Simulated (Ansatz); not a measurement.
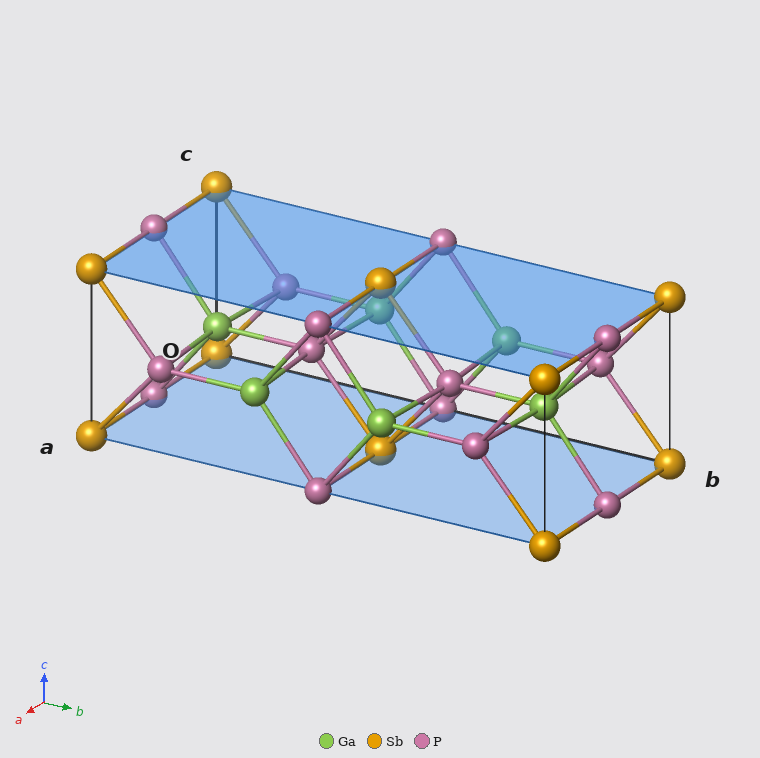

For Ga2SbP3, the end point of a relaxation with DFT, r2SCAN+rVV10, plane waves, PAW in Ansatz: every member of one family of equally spaced planes, hx + ky + lz = a whole number, that cuts the unit cell is shaded (one member passes through the origin O). The drawing is computed from the coordinates (standard cell, symmetry found to 0.002 Å).

a = 5.259 Å, b = 11.611 Å, c = 3.980 Å, α = 90.00°, β = 90.00°, γ = 90.00°.

Question: Which (hkl) family is drawn?

Answer: (0 0 1); the opposite sign names the same planes. The member next to the origin meets the axes a never, b never, c at 1.

Question: What is the spacing?

Answer: d = 3.980 Å.

Question: Which atoms of the cell lie in these planes (within 0.03 Å)?

Answer: all 2 Sb, 2 of the 6 P.

Question: The space group is No. 65, Cmmm. How many reflections hkl are equivalent to this one (itself included), and does it occur?

Answer: 2 reflections are equivalent in the Laue class mmm. The space group allows the reflection.
